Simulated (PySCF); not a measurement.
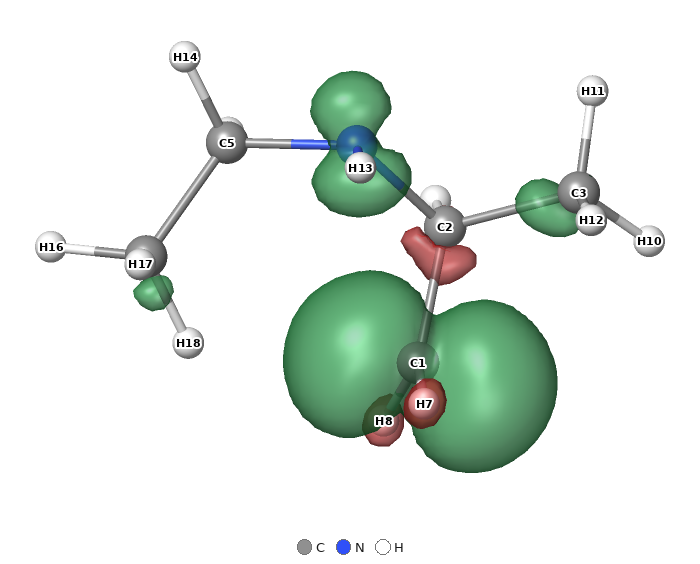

The picture shows: C₅H₁₂N (SMILES [CH2][C@H](C)NCC) (doublet). Isosurfaces of the spin density at +0.03 (green) and −0.03 e/Å³ (red), seen across its widest extent.

Geometry: GFN2-xTB.

Computed with PySCF, UKS B3LYP, pcH-1 on C H N, non-relativistic, mean-field spin-orbit, GIAO.

```yaml
atoms:
  - { symbol: C, position_ang: [-0.6938, 1.3955, -0.2873] }
  - { symbol: C, position_ang: [-0.9428, -0.0511, -0.4337] }
  - { symbol: C, position_ang: [-2.3499, -0.4394, 0.0419] }
  - { symbol: N, position_ang: [0.0056, -0.8688, 0.3431] }
  - { symbol: C, position_ang: [1.3811, -0.8783, -0.0998] }
  - { symbol: C, position_ang: [2.2044, 0.3572, 0.2706] }
  - { symbol: H, position_ang: [-0.7778, 1.8500, 0.6825] }
  - { symbol: H, position_ang: [-0.3374, 1.9967, -1.1008] }
  - { symbol: H, position_ang: [-0.8245, -0.3531, -1.4801] }
  - { symbol: H, position_ang: [-3.1015, 0.0406, -0.5785] }
  - { symbol: H, position_ang: [-2.4679, -1.5177, -0.0169] }
  - { symbol: H, position_ang: [-2.4973, -0.1257, 1.0725] }
  - { symbol: H, position_ang: [-0.0457, -0.6126, 1.3247] }
  - { symbol: H, position_ang: [1.8493, -1.7641, 0.3453] }
  - { symbol: H, position_ang: [1.3790, -1.0111, -1.1850] }
  - { symbol: H, position_ang: [3.2166, 0.2700, -0.1167] }
  - { symbol: H, position_ang: [2.2550, 0.4685, 1.3527] }
  - { symbol: H, position_ang: [1.7390, 1.2498, -0.1461] }
```

**Where is the unpaired spin?**

The unpaired spin (1 electron) lies mostly on C1 (about 0.7) and N4 (about 0.1), in electrons by Hirshfeld's partition.
